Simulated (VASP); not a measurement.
Input:

```
CELL_PARAMETERS angstrom
      4.27657     0.00000     0.00000
      0.00000     4.27657     0.00000
      0.00000     0.00000     4.27657
ATOMIC_POSITIONS crystal
  Zr 0.00000 0.50000 0.50000
  Zr 0.50000 0.00000 0.50000
  Zr 0.50000 0.50000 0.00000
  Pt 0.00000 0.00000 0.00000
```

The numbers are results of PBEsol GGA, VASP's PBE PAW potentials (set 64) (plane waves; VASP 6.6.1), not measurements. Run with 400 eV cut-off, 8×8×8 Γ-centred mesh, tetrahedra with Blöchl corrections, potentials Zr_sv Pt.

Unless said otherwise, spin-orbit coupling is left out, though it shifts the bands of the heavy elements here.

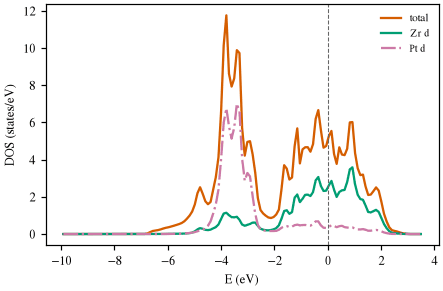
*Total and projected density of states, zero at the Fermi level*

Within 2 eV below the Fermi level the largest weight inside VASP's projection spheres is Zr d, then Pt d.

It has no gap at this level: it comes out as a metal or semimetal.

The structure comes from a computed database's Zr3Pt entry (Pm-3m); how it stands against other phases isn't given here. It was relaxed first, which changed the volume by -5 %.
